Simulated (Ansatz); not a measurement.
# CH5BOSi (SMILES B[SiH2]C=O) at CCSD/def2-SVP

What is the vertical singlet–triplet gap of CH5BOSi at CCSD/def2-SVP? 

The results are computed with Ansatz 0.2.0.

123 further runs of the same task are left out: 123 set aside as unsound or not needed.

## Step 1: The structure to begin with

CH5BOSi: 9 atoms, total charge 0, spin state singlet. SMILES: `B[SiH2]C=O`. The shape is that of a PBE0-D4/def2-TZVP optimisation. This is one conformer, not always the lowest.

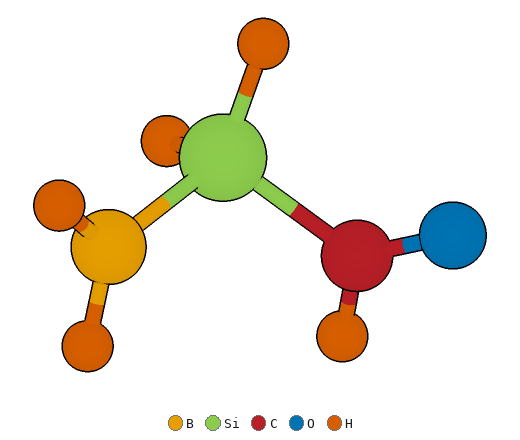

The structure, seen from a chosen angle (boron amber, silicon green, carbon red, oxygen blue, hydrogen orange).

## Step 2: A single-point energy at CCSD/def2-SVP

Input file molecule.yaml:

```yaml
basis:
  gaussian:
    orbitals: def2-SVP
crystal:
  periodic: [false, false, false]
  atoms:
    - symbol: B
      position_ang: [-0.950100, 0.850000, -1.073100]
    - symbol: Si
      position_ang: [0.610800, -0.206000, -0.386500]
    - symbol: C
      position_ang: [0.330600, -0.553700, 1.494500]
    - symbol: O
      position_ang: [1.022800, -0.098400, 2.365800]
    - symbol: H
      position_ang: [-2.057600, 0.518200, -0.767000]
    - symbol: H
      position_ang: [-0.828800, 1.799400, -1.786900]
    - symbol: H
      position_ang: [1.958100, 0.387600, -0.570700]
    - symbol: H
      position_ang: [0.542000, -1.540900, -1.055900]
    - symbol: H
      position_ang: [-0.539200, -1.202400, 1.762900]
magnetization:
  spin_polarized: false
  initial_magnetization: 0
correlation:
  method: ccsd
  frozen_orbitals: {B: 1, C: 1, H: 0, O: 1, Si: 5}
accuracy: high
scf:
  omitted_lower_state_checks: [cluster_reference, increment]
```

Launch:

```console
ansatz run molecule.yaml --threads 1 --pin off --max-ram 3480MiB --events-out events.jsonl --progress --plain --runs-dir runs
```

What it wrote, cut to the lines that bear on the results:

```text
Warning: RAYON_NUM_THREADS=1 ignored (pool sized by the plan → 1); use --threads N
Functional definition: HF
  name "HF"
[...]
1931 factors; integrals over basis functions are off by at most 3.7e-9 eV
[...]
mean field -11673.47819627 eV, -428.9924111453 hartree, gradient 6.2e-8 eV, S^2 0.000000; 0 other end points of the search recorded, 0 dependent functions left out
8 core orbitals not correlated: weight in the atoms' cores, before any rotation towards them, 1.000 or more for the frozen orbitals, at most 0.000 for the correlated occupied ones
reference -11673.47819627 eV, -428.9924111453 hartree; 11, 11 occupied and 66, 66 virtual orbitals, 1931 factors
second order -13.22624169 eV of doubles, -0.00000000 eV of singles
cycle   1  -13.94403975 eV  change   -7.2e-1 eV  update   1.1e-1
[...]
cycle  27  -14.56145081 eV  change    1.2e-9 eV  update   2.4e-9
Total energy: -11688.03964709 eV, -429.5275345926 hartree
Checks for a lower state left out: cluster_reference, increment
```

It took 16 s on 1 thread of Arm Neoverse V2, shared host; peak memory 0.47 GiB.

## Step 3: The triplet at the same level

Input file job.yaml:

```yaml
crystal:
  periodic: [false, false, false]
  atoms:
    - symbol: B
      position_ang: [-0.950100, 0.850000, -1.073100]
    - symbol: Si
      position_ang: [0.610800, -0.206000, -0.386500]
    - symbol: C
      position_ang: [0.330600, -0.553700, 1.494500]
    - symbol: O
      position_ang: [1.022800, -0.098400, 2.365800]
    - symbol: H
      position_ang: [-2.057600, 0.518200, -0.767000]
    - symbol: H
      position_ang: [-0.828800, 1.799400, -1.786900]
    - symbol: H
      position_ang: [1.958100, 0.387600, -0.570700]
    - symbol: H
      position_ang: [0.542000, -1.540900, -1.055900]
    - symbol: H
      position_ang: [-0.539200, -1.202400, 1.762900]
basis:
  gaussian: {orbitals: def2-SVP}
magnetization: {spin_polarized: true, initial_magnetization: 2}
correlation: {method: ccsd, frozen_orbitals: {B: 1, C: 1, H: 0, O: 1, Si: 5}}
accuracy: high
scf: {omitted_lower_state_checks: [cluster_reference, increment]}
```

Launch:

```console
ansatz run job.yaml --threads 1 --pin off --max-ram 3480MiB --events-out events.jsonl --progress --plain --runs-dir runs
```

What it wrote, cut to the lines that bear on the results:

```text
Warning: RAYON_NUM_THREADS=1 ignored (pool sized by the plan → 1); use --threads N
[... 2 set-up lines as earlier in the session ...]
[...]
1932 factors; integrals over basis functions are off by at most 3.7e-9 eV
[...]
mean field -11671.46180957 eV, -428.9183103009 hartree, gradient 6.0e-8 eV, S^2 2.024432; 5 other end points of the search recorded, 0 dependent functions left out
8 core orbitals not correlated: weight in the atoms' cores, before any rotation towards them, 1.000 or more for the frozen orbitals, at most 0.000 for the correlated occupied ones
reference -11671.46180957 eV, -428.9183103009 hartree; 12, 10 occupied and 65, 67 virtual orbitals, 1932 factors
second order -12.00766056 eV of doubles, -0.00000000 eV of singles
cycle   1  -13.08418893 eV  change    -1.1e0 eV  update   1.0e-1
[...]
cycle  34  -13.76141380 eV  change   7.9e-10 eV  update  9.3e-10
Total energy: -11685.22322337 eV, -429.4240329302 hartree
Checks for a lower state left out: cluster_reference, increment
```

It took 67 s on 1 thread of Arm Neoverse V2, shared host; peak memory 0.88 GiB.

## Step 4: Results

Level: CCSD/def2-SVP, 8 core orbitals frozen.

| quantity | value |
| --- | --- |
| singlet: total energy | -429.52753 Eh |
| singlet: correlation energy (8 core orbitals frozen) | -535.1 mEh |
| singlet: T1 diagnostic | 0.017 |
| triplet: total energy | -429.42403 Eh |
| triplet: correlation energy (8 core orbitals frozen) | -505.7 mEh |
| triplet: ⟨S²⟩ of the reference determinant | 2.024 |
| triplet: T1 diagnostic | 0.034 |
| vertical energy of the triplet above the singlet | 2.816 eV |

In words: At this shape the triplet lies 2.82 eV (272 kJ/mol) above the singlet.
